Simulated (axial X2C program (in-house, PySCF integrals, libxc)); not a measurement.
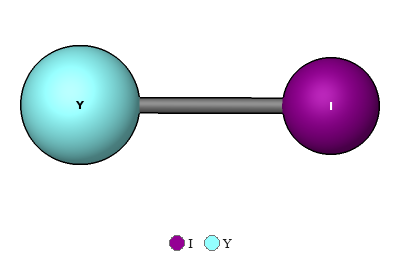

Fig. 1: The molecule at the reference distance of 2.976 Å.

## Relativistic diatomic calculation, with input and output: IY⁻

IY⁻, single determinant with M_S = 1/2 and |Λ| = 1 (not the lowest found). Level asked for: PBE0, spin-free X2C-1e, I dyall-acv3z, Y dyall-acv3z (cores contracted) (axial X2C program (in-house, PySCF integrals, libxc)).

The input:
```
{"zs": [53, 39], "q": -1, "bas": ["dyall-acv3z", "dyall-acv3z"], "levels": ["PBE0", "HF", "BHandHLYP"], "cc": true, "r0": 2.96, "thr": -1.0, "nmax": 90, "npts": 10, "nst": 2, "ntry": 6}
```

The line is the task of a batch: nuclear charges, charge, bases, the levels to run, a first guess of the distance and further settings. This report covers PBE0 without spin-orbit coupling. The log is that of the reference distance 2.976 Å.

The run was one of a batch that the task file lists, launched with:
```bash
python <driver script> task.json out
```

Log:
```
spin-free X2C-1e  PBE0
basis functions 310  fitting functions 1468  grid points 5803
iter        total energy     max residual
   1     -10499.292126865     5.74e+00
   2     -10500.085808625     4.40e-01
   3     -10500.130864668     1.66e-01
   4     -10500.134451957     4.15e-02
   5     -10500.135446814     3.60e-02
   6     -10500.135837308     5.85e-03
   7     -10500.135851773     4.48e-03
   8     -10500.135861759     7.40e-04
   9     -10500.135862319     1.95e-04
  10     -10500.135862488     1.41e-04
  11     -10500.135862613     1.11e-04
  12     -10500.135862666     1.13e-04
  13     -10500.135862681     3.90e-05
  14     -10500.135862684     1.54e-05
converged
one-electron -15180.68087798  Coulomb 4606.21603181  exact exchange -72.22165875  xc functional -220.99280365  nuclear repulsion 367.54344589
```

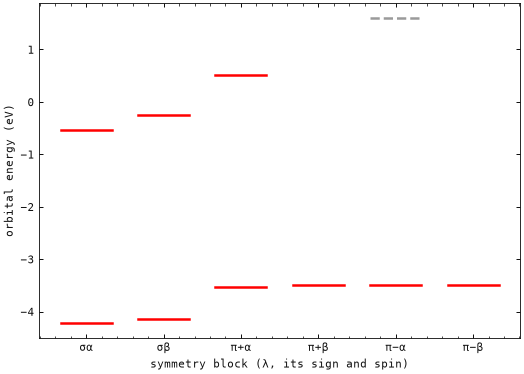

Fig. 2: Orbital energies near the frontier at 2.98 Å, filled (solid) and empty (dashed); a label such as π−α means λ = −1 and α spin. The highest filled orbital (π+α; 74 % Y d, 20 % Y p) lies at 0.50 eV, the lowest empty one (π−α; 98 % Y p) at 1.60 eV. A filled level above zero is held only by the finite basis .

Outcome:

- outcome: not converged in a step after the SCF shown
- largest ⟨S²⟩ along the curve: 0.80
- hardware: 1 thread of Arm Neoverse V2, 24 GiB of memory available, shared host
- wall time: 8.2 s
- peak memory: 0.8 GiB

Diagnosis:

The SCF whose log is shown converged, but a later step did not. The run therefore gave no full result.
